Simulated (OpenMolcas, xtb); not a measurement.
CH4ClFOSi (SMILES C[Si](O)(F)Cl): methods side by side

The species is CH4ClFOSi (9 atoms), meant as a singlet with charge 0. SMILES: `C[Si](O)(F)Cl`. The coordinates come from a PBE0-D4/def2-TZVP relaxation. This is one conformer, not always the lowest.

Each level gives the vertical ionisation energy (to the doublet cation) (eV). The values are calculated.

```json
{"level": "GFN2-xTB", "kind": "semi-empirical", "program": "xtb", "value (eV)": "14.88", "CPU time (all runs)": "under 2 s"}
{"level": "HF/def2-SVP", "kind": "Hartree–Fock", "program": "OpenMolcas", "value (eV)": "11.29", "CPU time (all runs)": "42 s"}
{"level": "SVWN5/def2-SVP", "kind": "LDA", "program": "OpenMolcas", "value (eV)": "11.01", "CPU time (all runs)": "2 min"}
{"level": "PBE/def2-SVP", "kind": "GGA", "program": "OpenMolcas", "value (eV)": "10.86", "CPU time (all runs)": "2.7 min"}
{"level": "M06-L/def2-SVP", "kind": "meta-GGA", "program": "OpenMolcas", "value (eV)": "11.28", "CPU time (all runs)": "3.2 min"}
{"level": "TPSS/def2-SVP", "kind": "meta-GGA", "program": "OpenMolcas", "value (eV)": "10.97", "CPU time (all runs)": "3.1 min"}
{"level": "B3LYP/def2-SVP", "kind": "global hybrid", "program": "OpenMolcas", "value (eV)": "11.35", "CPU time (all runs)": "2.3 min"}
```

The values span 10.86 to 14.88 eV. The xTB values lack the empirical shift that such differences need. Times are those of the runs behind each value, whatever else they computed, on shared processors of several kinds: orders of magnitude only.

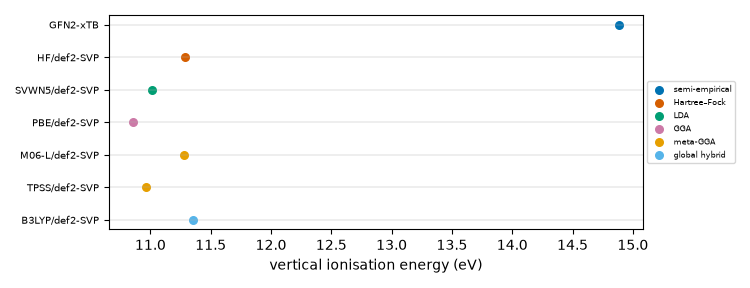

The values of the table, level by level.
